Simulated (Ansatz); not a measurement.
## Geometry relaxation, with input and output: SiH6OF2 (part 2 of 2)

The same run, continued: SiH6OF2; RKS PBE0-D4/def2-TZVP (Ansatz 0.2.0). The geometry is a transition state displaced along its imaginary mode. The reaction was set up to form Si1–F7, H6–F9 and H2–H8 and to break Si1–H2, H6–F7 and H8–F9 (atoms counted from 1 in the order of the input); sticks are drawn by distance alone.

Geometry of the input (Å):
```
Si 0.8082  0.3083  0.0210
H  -1.0984  0.3274  -0.2368
H  1.3603  -0.6122  -0.9558
H  1.2940  1.0693  1.1856
O  0.5713  1.7115  -0.9020
H  -0.8359  -1.5536  0.8846
F  0.4509  -0.9533  1.0692
H  -1.3162  -0.1515  0.0731
F  -1.6520  -1.7979  0.7257
H  0.4178  1.6520  -1.8645
```

Trajectory as extended XYZ, continued:
```
10
Properties=species:S:1:pos:R:3:forces:R:3 step=8 energy=-15451.51855
Si    1.4316    0.3851    0.1220   -0.7705  -0.6361   0.5527
H    -2.0738    0.6255   -0.6102   -0.0758  -0.0266  -0.0045
H     2.0525   -0.5661   -0.8177    0.0453  -0.0390  -0.0270
H     2.3386    1.0330    1.0696    0.1078   0.0472   0.0864
O     0.6115    1.5621   -0.6375   -0.2921  -0.2079  -0.3837
H    -0.9028   -1.6062    0.9350   -0.3175  -0.1747  -0.0522
F     0.4166   -0.5573    1.0388    0.7512   0.7113  -0.5981
H    -2.2511   -0.0881   -0.4702    0.0123   0.0552  -0.0213
F    -1.6749   -2.1074    0.7610    0.2594   0.1121   0.0458
H     0.0518    1.3195   -1.3908    0.2799   0.1585   0.4019
10
Properties=species:S:1:pos:R:3:forces:R:3 step=9 energy=-15451.56440
Si    1.4616    0.3747    0.1425    0.0540   0.1982  -0.3334
H    -2.2555    0.6917   -0.6613   -0.0339  -0.1667   0.0344
H     2.0895   -0.5825   -0.7899    0.0349  -0.0176  -0.0371
H     2.4026    1.0427    1.0526    0.0028   0.0587   0.0144
O     0.6214    1.5315   -0.6376    0.1729  -0.0647   0.2234
H    -0.9321   -1.6183    0.9703    0.0844   0.0249   0.0193
F     0.4940   -0.5241    1.0550   -0.2165  -0.1182   0.2011
H    -2.2864   -0.0434   -0.5051   -0.0048   0.1700  -0.0473
F    -1.6337   -2.1756    0.7346   -0.0543  -0.0191  -0.0284
H     0.0386    1.3032   -1.3612   -0.0395  -0.0656  -0.0465
10
Properties=species:S:1:pos:R:3:forces:R:3 step=11 energy=-15451.57769 accepted=F
Si    1.4905    0.3292    0.1954   -0.0420  -0.0946   0.3123
H    -2.5005    0.7994   -0.7521    0.0168  -0.1605  -0.0003
H     2.0221   -0.7128   -0.7124   -0.0309   0.0087   0.0443
H     2.5239    1.0882    0.9333   -0.0962  -0.0789  -0.0740
O     0.5486    1.4055   -0.5636   -0.2202  -0.0424  -0.2835
H    -0.7423   -1.5891    0.9416   -0.7394  -0.3788  -0.4479
F     0.6169   -0.4701    1.3131    0.1659   0.0503  -0.2309
H    -2.3843    0.0627   -0.6504   -0.0245   0.1634  -0.0095
F    -1.4577   -2.0132    0.4872    0.7856   0.4411   0.4546
H    -0.1172    1.1003   -1.1920    0.1847   0.0918   0.2350
10
Properties=species:S:1:pos:R:3:forces:R:3 step=12 energy=-15451.58689
Si    1.4701    0.3353    0.1760    0.0697  -0.0319   0.1037
H    -2.3997    0.7567   -0.7398   -0.0209   0.0026  -0.0144
H     2.0281   -0.6790   -0.7446   -0.0171  -0.0004   0.0081
H     2.4754    1.0651    0.9681   -0.0081  -0.0140  -0.0271
O     0.5600    1.4413   -0.5797   -0.0865   0.0140  -0.1174
H    -0.8034   -1.5539    0.9458   -0.0295  -0.0444  -0.0123
F     0.5729   -0.4991    1.2339    0.0236   0.0057  -0.0170
H    -2.3167    0.0266   -0.6006   -0.0047   0.0013  -0.0007
F    -1.4881   -2.0522    0.5605    0.0359   0.0422   0.0027
H    -0.0985    1.1593   -1.2196    0.0376   0.0249   0.0744
10
Properties=species:S:1:pos:R:3:forces:R:3 step=13 energy=-15451.59285
Si    1.4823    0.3250    0.1876    0.0173   0.0178  -0.0027
H    -2.4757    0.7633   -0.7985    0.0262  -0.1692   0.0282
H     2.0185   -0.6988   -0.7345    0.0000  -0.0038   0.0072
H     2.5036    1.0633    0.9492   -0.0033  -0.0062  -0.0164
O     0.5544    1.4227   -0.5632   -0.0437  -0.0264  -0.0476
H    -0.7675   -1.5445    0.9473   -0.0920  -0.0729  -0.0501
F     0.6073   -0.5022    1.2684    0.0079  -0.0032   0.0201
H    -2.3308    0.0469   -0.6164   -0.0415   0.1719  -0.0440
F    -1.4579   -2.0087    0.5273    0.0936   0.0757   0.0391
H    -0.1342    1.1330   -1.1672    0.0354   0.0162   0.0662
10
Properties=species:S:1:pos:R:3:forces:R:3 step=15 energy=-15451.60626
Si    1.5074    0.2793    0.2187   -0.1632   0.0199   0.0853
H    -2.5999    0.7924   -1.0309    0.0863  -0.2331   0.0793
H     1.9757   -0.7494   -0.7371   -0.0081   0.0221   0.0368
H     2.5860    1.0681    0.8494   -0.0850  -0.0515  -0.0506
O     0.4546    1.3280   -0.4412   -0.2671  -0.2785  -0.1431
H    -0.6363   -1.4839    0.9685   -0.5429  -0.2113  -0.3839
F     0.7808   -0.5614    1.4108    0.1259   0.1150  -0.1807
H    -2.3942    0.1194   -0.7532   -0.0772   0.2353  -0.0924
F    -1.3503   -1.7878    0.4303    0.5464   0.2353   0.3833
H    -0.3238    0.9954   -0.9153    0.3847   0.1469   0.2660
10
Properties=species:S:1:pos:R:3:forces:R:3 step=16 energy=-15451.62043
Si    1.5008    0.2674    0.2174   -0.1739   0.0492   0.0453
H    -2.5636    0.7954   -1.1077    0.0593  -0.1641   0.0666
H     1.9609   -0.7433   -0.7600   -0.0039   0.0169   0.0144
H     2.5801    1.0731    0.8186   -0.0420  -0.0233  -0.0330
O     0.4025    1.2986   -0.3942   -0.0795  -0.2279  -0.0357
H    -0.6212   -1.4683    0.9884   -0.2368  -0.0679  -0.1703
F     0.8359   -0.5990    1.4237    0.0918   0.0876  -0.1173
H    -2.3777    0.1400   -0.7834   -0.0581   0.1653  -0.0826
F    -1.3319   -1.7184    0.4321    0.2262   0.0807   0.1632
H    -0.3857    0.9546   -0.8349    0.2170   0.0836   0.1494
10
Properties=species:S:1:pos:R:3:forces:R:3 step=18 energy=-15451.62564 accepted=F
Si    1.5127    0.2288    0.2222   -0.4388   0.1479  -0.0227
H    -2.4919    0.7991   -1.3699    0.0077  -0.2039   0.1089
H     1.9234   -0.6979   -0.8576   -0.0208   0.0265   0.0404
H     2.5987    1.0849    0.7279   -0.0085   0.0001   0.0011
O     0.2720    1.2050   -0.1953    0.4068  -0.2305   0.1442
H    -0.5583   -1.4115    1.0539   -0.7191   0.0005  -0.5077
F     1.0570   -0.7397    1.4510    0.0363   0.1013  -0.1903
H    -2.4510    0.1517   -0.9827   -0.0161   0.2161  -0.1256
F    -1.3188   -1.4485    0.4886    0.7391   0.0020   0.5362
H    -0.5437    0.8282   -0.5382    0.0134  -0.0600   0.0155
10
Properties=species:S:1:pos:R:3:forces:R:3 step=19 energy=-15451.63447
Si    1.4877    0.2505    0.2115   -0.0188  -0.0401   0.0364
H    -2.4480    0.8398   -1.2787    0.0016  -0.0393   0.0091
H     1.9154   -0.7133   -0.8239    0.0320   0.0036  -0.0098
H     2.5634    1.1077    0.7372    0.0156  -0.0147  -0.0078
O     0.2897    1.2224   -0.2758   -0.0660   0.0046  -0.0301
H    -0.5919   -1.4649    1.0579   -0.0447   0.0152  -0.0579
F     0.9729   -0.6755    1.4397    0.0351   0.0000   0.0161
H    -2.3709    0.1975   -0.8991   -0.0316   0.0239  -0.0257
F    -1.3057   -1.6022    0.4749    0.0406   0.0078   0.0433
H    -0.5127    0.8379   -0.6439    0.0361   0.0391   0.0264
10
Properties=species:S:1:pos:R:3:forces:R:3 step=20 energy=-15451.63965
Si    1.5048    0.2383    0.2165    0.0802   0.0314   0.0208
H    -2.4768    0.8078   -1.3546   -0.0033   0.0180  -0.0196
H     1.9312   -0.6873   -0.8543   -0.0059  -0.0093  -0.0043
H     2.5852    1.0927    0.7392   -0.0008  -0.0145  -0.0040
O     0.2877    1.2123   -0.2181   -0.0609  -0.0201  -0.0196
H    -0.5846   -1.4209    1.0634   -0.0004  -0.0013   0.0027
F     1.0294   -0.7230    1.4318   -0.0085  -0.0208   0.0062
H    -2.4429    0.1823   -0.9456   -0.0025  -0.0187   0.0080
F    -1.3169   -1.5281    0.4990    0.0055   0.0091   0.0022
H    -0.5171    0.8260   -0.5774   -0.0035   0.0261   0.0075
10
Properties=species:S:1:pos:R:3:forces:R:3 step=22 energy=-15451.64222
Si    1.5172    0.2298    0.2171   -0.0364   0.0056   0.0009
H    -2.4799    0.7960   -1.4595   -0.0002  -0.0392   0.0249
H     1.9151   -0.6575   -0.8980   -0.0006   0.0151   0.0106
H     2.6034    1.0832    0.7288   -0.0027  -0.0062  -0.0066
O     0.2658    1.1956   -0.1418    0.0221  -0.0446   0.0068
H    -0.5649   -1.4010    1.0991   -0.0258  -0.0024  -0.0237
F     1.0992   -0.7803    1.4162    0.0032   0.0204  -0.0200
H    -2.4946    0.1804   -1.0318    0.0056   0.0397  -0.0277
F    -1.3149   -1.4511    0.5491    0.0252   0.0047   0.0243
H    -0.5465    0.8049   -0.4791    0.0096   0.0069   0.0105
10
Properties=species:S:1:pos:R:3:forces:R:3 step=23 energy=-15451.64260
Si    1.5136    0.2291    0.2146    0.0060   0.0161  -0.0039
H    -2.4653    0.7915   -1.4691    0.0011  -0.0084   0.0036
H     1.9083   -0.6498   -0.9076   -0.0043   0.0046   0.0029
H     2.6018    1.0812    0.7231    0.0000  -0.0016  -0.0024
O     0.2588    1.1937   -0.1304    0.0087  -0.0203   0.0022
H    -0.5633   -1.3991    1.1000    0.0038  -0.0003   0.0086
F     1.1053   -0.7874    1.4103   -0.0066  -0.0029  -0.0041
H    -2.4816    0.1771   -1.0415    0.0014   0.0082  -0.0069
F    -1.3223   -1.4394    0.5631   -0.0049  -0.0002  -0.0035
H    -0.5554    0.8031   -0.4626   -0.0051   0.0048   0.0034
10
Properties=species:S:1:pos:R:3:forces:R:3 step=24 energy=-15451.64300
Si    1.5104    0.2286    0.2095    0.0255   0.0026  -0.0046
H    -2.4398    0.7826   -1.5041    0.0026   0.0090  -0.0070
H     1.8905   -0.6309   -0.9325   -0.0079   0.0007   0.0020
H     2.6054    1.0752    0.7120    0.0014   0.0036   0.0023
O     0.2476    1.1937   -0.0993   -0.0049  -0.0006   0.0002
H    -0.5623   -1.3952    1.1173   -0.0218  -0.0043  -0.0112
F     1.1237   -0.8071    1.3956   -0.0101  -0.0066  -0.0012
H    -2.4702    0.1711   -1.0742   -0.0009  -0.0109   0.0062
F    -1.3330   -1.4232    0.5954    0.0235   0.0040   0.0159
H    -0.5723    0.8053   -0.4196   -0.0074   0.0026  -0.0026
10
Properties=species:S:1:pos:R:3:forces:R:3 step=26 energy=-15451.64329
Si    1.5052    0.2297    0.2008   -0.0041  -0.0071  -0.0029
H    -2.3982    0.7624   -1.5401    0.0011   0.0008  -0.0010
H     1.8633   -0.6033   -0.9680   -0.0042   0.0049   0.0065
H     2.6090    1.0650    0.7032    0.0004   0.0016   0.0006
O     0.2358    1.2004   -0.0622    0.0046  -0.0012   0.0028
H    -0.5656   -1.3936    1.1367   -0.0240   0.0010  -0.0160
F     1.1386   -0.8342    1.3689   -0.0013   0.0026  -0.0063
H    -2.4432    0.1536   -1.1072   -0.0015  -0.0029   0.0012
F    -1.3539   -1.3989    0.6410    0.0254  -0.0006   0.0170
H    -0.5910    0.8188   -0.3731    0.0036   0.0010  -0.0018
10
Properties=species:S:1:pos:R:3:forces:R:3 step=27 energy=-15451.64336
Si    1.5045    0.2305    0.1995    0.0003  -0.0028  -0.0012
H    -2.3932    0.7544   -1.5412    0.0006   0.0018  -0.0022
H     1.8586   -0.5985   -0.9729   -0.0021   0.0016   0.0018
H     2.6111    1.0609    0.7042    0.0001   0.0000   0.0003
O     0.2379    1.2059   -0.0581   -0.0022   0.0002   0.0022
H    -0.5687   -1.3923    1.1369    0.0040  -0.0001   0.0016
F     1.1362   -0.8371    1.3634   -0.0007   0.0004  -0.0015
H    -2.4368    0.1463   -1.1073   -0.0003  -0.0028   0.0022
F    -1.3594   -1.3983    0.6462   -0.0028   0.0004  -0.0008
H    -0.5901    0.8282   -0.3706    0.0032   0.0012  -0.0024
10
Properties=species:S:1:pos:R:3:forces:R:3 step=29 energy=-15451.64342
Si    1.5005    0.2322    0.1946   -0.0039   0.0047  -0.0012
H    -2.3703    0.7322   -1.5553   -0.0001  -0.0015   0.0004
H     1.8410   -0.5801   -0.9932    0.0004  -0.0005  -0.0010
H     2.6147    1.0497    0.7039   -0.0016  -0.0024  -0.0008
O     0.2368    1.2176   -0.0390    0.0001  -0.0037   0.0034
H    -0.5744   -1.3900    1.1426    0.0081   0.0005   0.0043
F     1.1357   -0.8515    1.3444    0.0008   0.0004   0.0019
H    -2.4133    0.1293   -1.1138    0.0002   0.0017  -0.0004
F    -1.3766   -1.3889    0.6712   -0.0074  -0.0002  -0.0046
H    -0.5940    0.8496   -0.3555    0.0033   0.0010  -0.0019
10
Properties=species:S:1:pos:R:3:forces:R:3 step=30 energy=-15451.64343
Si    1.4997    0.2324    0.1941   -0.0029   0.0042  -0.0019
H    -2.3673    0.7288   -1.5577    0.0000  -0.0015   0.0007
H     1.8382   -0.5778   -0.9957   -0.0001  -0.0004  -0.0005
H     2.6151    1.0478    0.7038   -0.0010  -0.0015  -0.0005
O     0.2364    1.2193   -0.0361    0.0008  -0.0039   0.0032
H    -0.5748   -1.3895    1.1433    0.0005   0.0002   0.0001
F     1.1356   -0.8532    1.3423    0.0003   0.0005   0.0016
H    -2.4101    0.1277   -1.1137    0.0001   0.0018  -0.0006
F    -1.3784   -1.3882    0.6740    0.0000  -0.0002  -0.0003
H    -0.5943    0.8527   -0.3543    0.0022   0.0008  -0.0017
```

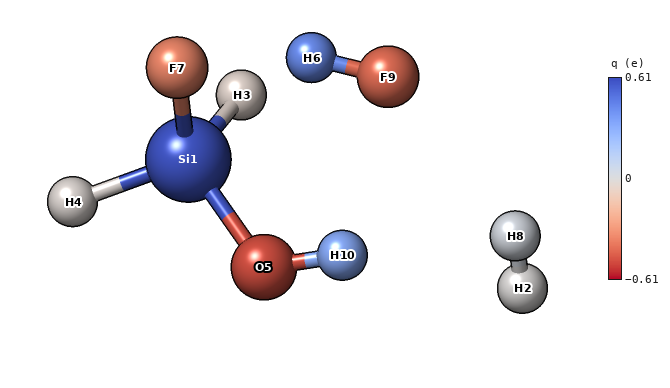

Figure 1. Mulliken charges, as the colour of each atom (ball-and-stick view, seen at a tilt; atoms are numbered from 1 in the order of the input). By element: Si +0.58, H −0.04 to +0.41, O −0.49 and F −0.42 to −0.35 e.

Summary:

| quantity | value |
| --- | --- |
| outcome | converged |
| total energy | −15451.6435 eV |
| mean-field energy | −15451.5349 eV |
| dispersion energy | −0.1086 eV |
| SCF solution under orbital rotations | stable |
| largest force (length of the vector) at the end | 0.005 eV/Å |
| dipole moment | 1.37 D |
| wall time | 53 s (CPU time 3.3 min) |
| peak memory | 0.34 GiB |
